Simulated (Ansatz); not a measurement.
```yaml
atoms:
  - { symbol: H, position_ang: [-0.7048, -0.4885, 1.0506] }
  - { symbol: Se, position_ang: [-1.1108, -1.0262, 2.3839] }
  - { symbol: Si, position_ang: [0.2631, 0.5264, -1.2805] }
  - { symbol: H, position_ang: [0.2794, -1.0846, 2.8304] }
  - { symbol: H, position_ang: [-0.6278, 0.0829, -2.3679] }
  - { symbol: H, position_ang: [1.6269, -0.0055, -1.4554] }
  - { symbol: H, position_ang: [0.2738, 1.9955, -1.1608] }
```

The calculation used UKS BHLYP-D4/def2-SVP in Ansatz.

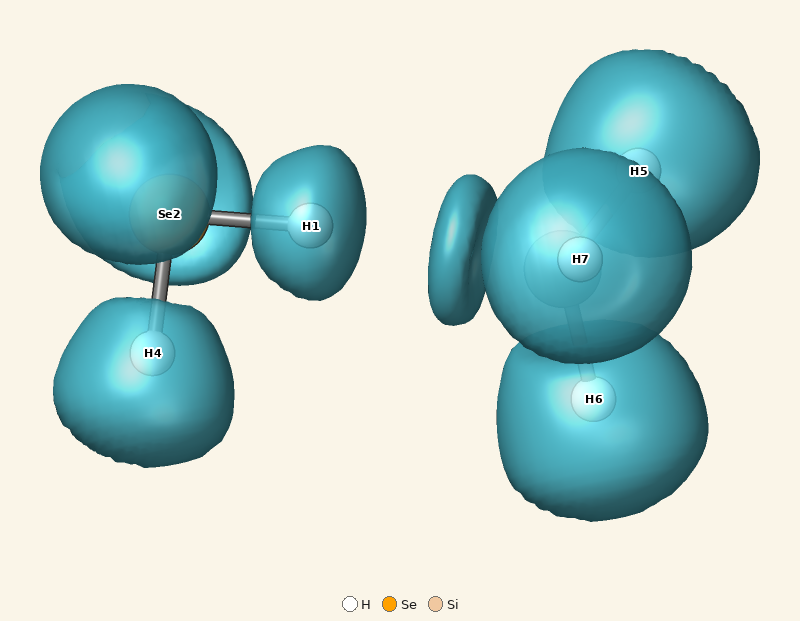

H2Se···H3Si (doublet). Isosurface of the ELF at 0.8 (cyan), seen at a tilt. Only the valence region is drawn (cores and ρ < 0.01 e/Å³ removed).

What do the ELF domains correspond to?

Answer. The ELF exceeds this value in five regions around hydrogen nuclei, one lobe on Si, pointing away from the bonds (non-bonding electrons) and one region wrapped around Se (its valence shell). Along the contacts the grid gives the following. Si3···H1 (2.72 Å): the ELF dips to about 0.15 between them. Se–H (1.46 Å): the ELF climbs to about 1 towards the hydrogen, as it does in any bond to H.
